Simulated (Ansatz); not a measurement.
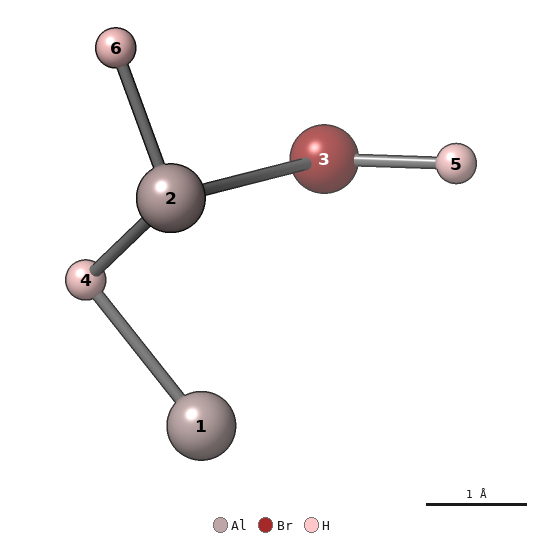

Orthographic view. Atoms fade into the background with distance from the viewer. The computed structure is the end point of a PBE0-D4/def2-TZVP optimisation. No frequency run is at hand to confirm it as a minimum.

List all interatomic distances (Å) as a matrix.

```
atom   Al1   Al2   Br3    H4    H5    H6
 Al1  0.00                              
 Al2  2.58  0.00                        
 Br3  3.22  2.90  0.00                  
  H4  1.89  1.80  2.90  0.00            
  H5  3.77  3.47  1.43  3.96  0.00      
  H6  4.06  1.62  3.36  2.70  4.08  0.00
```
